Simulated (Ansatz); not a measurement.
```json
{"atom": "C", "x (Å)": "-1.7273", "y (Å)": "0.1142", "z (Å)": "-1.0273"}
{"atom": "C", "x (Å)": "1.4860", "y (Å)": "0.4879", "z (Å)": "-2.2399"}
{"atom": "Al", "x (Å)": "0.0094", "y (Å)": "-0.6037", "z (Å)": "-1.5566"}
{"atom": "S", "x (Å)": "0.3250", "y (Å)": "-2.7703", "z (Å)": "-1.3379"}
{"atom": "Si", "x (Å)": "3.1210", "y (Å)": "0.3005", "z (Å)": "-1.3310"}
{"atom": "H", "x (Å)": "-1.6082", "y (Å)": "0.8558", "z (Å)": "-0.2175"}
{"atom": "H", "x (Å)": "-2.2115", "y (Å)": "0.6421", "z (Å)": "-1.8676"}
{"atom": "H", "x (Å)": "-2.4214", "y (Å)": "-0.6636", "z (Å)": "-0.6716"}
{"atom": "H", "x (Å)": "1.6117", "y (Å)": "-2.7493", "z (Å)": "-1.7584"}
{"atom": "H", "x (Å)": "1.1841", "y (Å)": "1.5503", "z (Å)": "-2.2279"}
{"atom": "H", "x (Å)": "1.6606", "y (Å)": "0.2171", "z (Å)": "-3.2984"}
{"atom": "H", "x (Å)": "3.6241", "y (Å)": "-1.1007", "z (Å)": "-1.4625"}
{"atom": "H", "x (Å)": "4.1790", "y (Å)": "1.2180", "z (Å)": "-1.8528"}
{"atom": "H", "x (Å)": "2.9436", "y (Å)": "0.5851", "z (Å)": "0.1263"}
```

Geometry: B3LYP-D3(BJ)/def2-SVP.

Level of theory: Ansatz, isolated molecule in a Gaussian basis; Kohn-Sham density functional theory, functional PBE0.

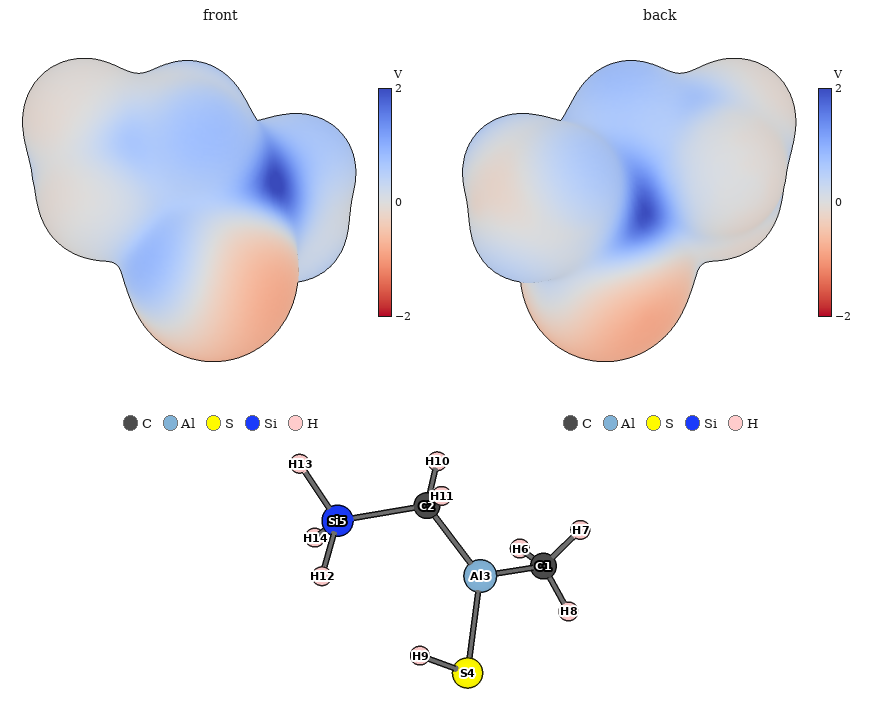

C$_{2}$H$_{9}$AlSSi (SMILES [CH3][Al]([SH])[CH2][SiH3]). The molecular electrostatic potential painted on the density surface at 0.001 e/bohr³, seen from the front and from behind; the colour scale runs from red (negative) to blue (positive). The bare structure is drawn below in the same view.

Which sites attract a positive test charge, and which a negative one?

A positive charge is drawn to the negative regions and a negative charge to the positive ones. The most negative region (about −0.8 V) lies over S4, the most positive (about +1.9 V) over Al3.
